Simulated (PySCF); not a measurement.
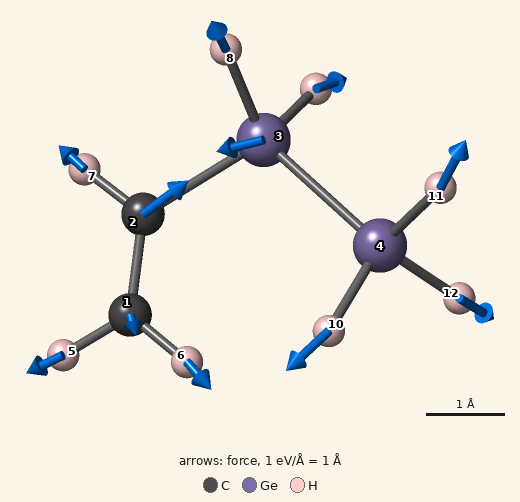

Starting geometry of C2H8Ge2 with the computed forces as blue arrows. A ball-and-stick model, seen at a tilt.

The start comes from GFN2-xTB.

All numbers below come from PBE0-D3(BJ)/def2-SVP geometry optimisation, gas phase in PySCF 2.14.0, density-fitted response routines. 

Is this structure relaxed? If not, where do the atoms go?

It isn't relaxed: the largest force vector, on an H atom, is 0.86 eV/Å. The final displacements have little in common with the starting forces (cosine between the two patterns 0.02). Over 10 geometry steps the energy falls by 14.9 kJ/mol. An H atom moves most after the best rigid fit: 0.55 Å. By element the largest moves are H 0.55 Å, Ge 0.11 Å, C 0.09 Å. Among the contacts that change: Ge–Ge 2.378 → 2.420 Å, Ge–H 1.501 → 1.541 Å, C–H 1.080 → 1.096 Å, C–C 1.322 → 1.335 Å. Among the angles between lasting bonds that change: H–Ge–H 103.0° → 107.0°, H–Ge–H 104.4° → 108.3°, Ge–Ge–H 113.6° → 109.9°. Groups turn about Ge–Ge by about 30°.
